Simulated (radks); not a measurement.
# Zr²⁺ in [Kr] 4d2: an all-electron calculation

What are the levels of the zirconium ion Zr2+, how large are its shells, and how does its energy divide?

The numbers are computed with radks (a radial shooting solver on a logarithmic mesh, Libxc functionals) version 1 (Dirac Kohn-Sham, PBE, spin-unpolarised, spherical densities, finite nucleus; open shells are shared between the two j in proportion to 2j + 1), except any that are marked as measured or tabulated.

## (1) The atom as given

```
element            : zirconium (Z = 40)
charge             : +2
electrons          : 38
configuration      : [Kr] 4d2
nuclear rms radius : 4.2694 fm
```

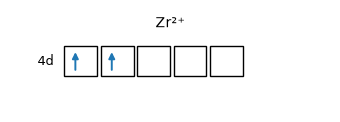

Outer shells as boxes.

## (2) The run

Input:

```text
Z 40
configuration [Kr] 4d2
relativity Dirac
functional pbe,pbe
spin unpolarised
j_filling average
nucleus finite rms 4.2694 fm
c 137.035999084
```

Run with:

```sh
> python run_ks.py task.json out
```

All runs below come from this command, one after another.

**Question.** What will this run give?

As calculated:

| quantity | value |
| --- | --- |
| total energy | -3598.17629 hartree |
| exchange-correlation share of it | 3.16 % |
| −T/E | 1.0334 |
| highest occupied level | 4d5/2, -17.236 eV |
| most extended occupied level | 4d5/2, <r> = 2.02 bohr |
| radius at density 0.001 e/bohr³ | 3.65 bohr |
| maxima of the radial density | 3 |
| ionisation energy, NIST | 23.170 (semi-emp.) eV |

4 principal shells are occupied and 3 maxima appear in the radial density; where shells overlap, one shows as a shoulder or not at all. −T/E is 1.033: with relativity the kinetic term as defined here no longer equals −E. The top level binds by 17.236 eV, 74 % of the NIST ionisation energy of 23.170 eV; the potential of a semilocal functional falls off too fast, so its top eigenvalue is too shallow. Spin polarisation and multiplet splitting are left out. Sharing an open shell by 2j + 1 raises it above the true ground level by a part of the spin-orbit splitting, which enters the differences from NIST.
